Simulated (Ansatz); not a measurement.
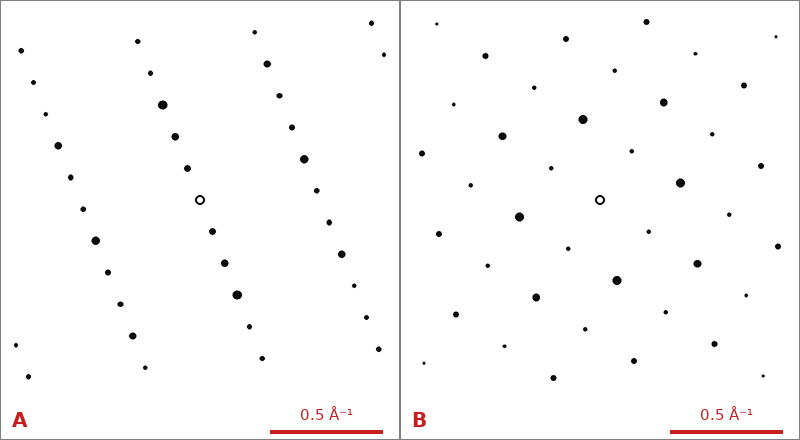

Kinematic electron diffraction patterns (300 kV, B = 0.5 Å², same scale, each along a low-index zone) of two structures of composition Mg2I, each relaxed at zero pressure with Ansatz 0.2.0, DFT PBE, scalar-relativistic, plane waves, PAW.

The structures (standard cells):
1. R-3m (No. 166), a = 3.964 Å, c = 19.583 Å (hexagonal axes), 9 atoms; generated start, possibly hypothetical
2. Fm-3m (No. 225), a = 7.636 Å, 12 atoms; generated start, possibly hypothetical

Q: Which pattern belongs to which structure, and along which zone?

A: A is structure 1 along [210] or an equivalent direction: rectangular net of 0 0 3 at d = 6.53 Å and 1 -2 0 at d = 1.98 Å, 90.0° apart. B is structure 2 along [001] or an equivalent direction: square net of 2 0 0 at d = 3.82 Å and 0 2 0 at d = 3.82 Å, 90.0° apart.

Q: Which structure lies lowest at this level of theory, and by how much?

A: Structure 1 (R-3m, 29.61 Å³ an atom) is the lowest of these; structure 2 (Fm-3m, 37.10 Å³ an atom) lies about 500 meV an atom higher. These are static energies at 0 K; other structures, not shown, may lie lower still.
